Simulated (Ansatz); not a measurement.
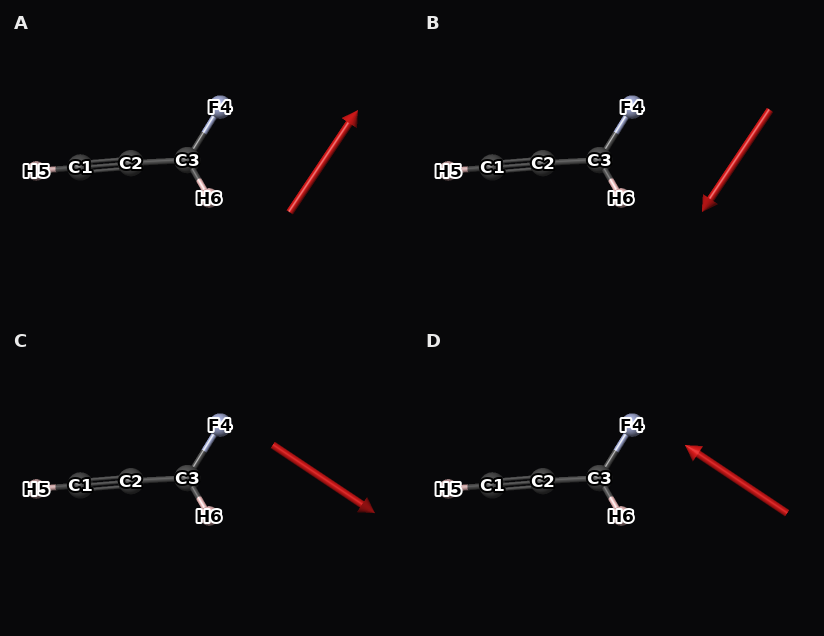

The same molecule four times, each with an arrow. Charge 0, doublet. The geometry was computed by an optimisation with PBE0-D4/def2-TZVP. No frequency run is at hand to confirm it as a minimum. Properties computed with UKS PBE0-D4/def2-TZVP (Ansatz 0.2.0).

**Which arrow points along the dipole moment, from the negative to the positive end?**

B. The dipole moment is 1.38 D; it points from the side of F4 to the side of H5 (the outermost atoms at the two ends).
